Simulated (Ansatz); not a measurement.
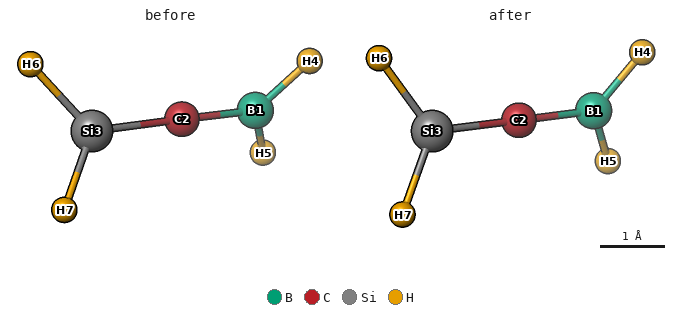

The structure of CH$_{4}$BSi (multiplicity 2) before (left) and after (right) a relaxation, at one scale.

The picture is a ball-and-stick view, seen from a free direction.

These are results of Ansatz 0.2.0, UKS PBE0-D4/def2-TZVP, not measurements.

The input:
```yaml
crystal:
  periodic: [false, false, false]
  atoms:
    - {symbol: B, position_ang: [-1.325310, -0.146050, -0.958870]}
    - {symbol: C, position_ang: [-0.175810, -0.014750, -0.110010]}
    - {symbol: Si, position_ang: [1.239210, 0.139230, 0.903370]}
    - {symbol: H, position_ang: [-2.414370, 0.031190, -0.548930]}
    - {symbol: H, position_ang: [-1.205970, -0.439620, -2.093050]}
    - {symbol: H, position_ang: [1.511200, -0.613270, 2.132240]}
    - {symbol: H, position_ang: [2.371050, 1.043270, 0.675250]}
basis:
  gaussian: {orbitals: def2-TZVP}
magnetization: {spin_polarized: true, initial_magnetization: 1}
hamiltonian: {xc: pbe0, dispersion: d4}
relax: {f_tol: 0.005, max_steps: 200}
```

Launched with:
```bash
ansatz run in.yaml --threads 2 --pin off --events-out ev --progress --plain --max-ram 4352MiB
```

Describe what moved and what it gained.

Answer. The atom that moves furthest after the best rigid fit is H4 (0.19 Å). By element the largest moves are H 0.19 Å, C 0.05 Å, B 0.03 Å, Si 0.01 Å. Near-neighbour distances that change, for instance: C2–Si3 1.747 → 1.690 Å, B1–H4 1.177 → 1.202 Å, B1–C2 1.435 → 1.457 Å, Si3–H6 1.466 → 1.480 Å. Bond angles that change, for instance: H6–Si3–H7 107.7° → 113.8°, C2–Si3–H6 126.2° → 123.1°. Over 8 accepted moves (11 points after the start) the energy falls by 0.129 eV. Largest force component: 1.6 eV/Å at the start, 0.0026 eV/Å at the end. The line search rejected the trial steps at points 4, 6, 8 of the run.
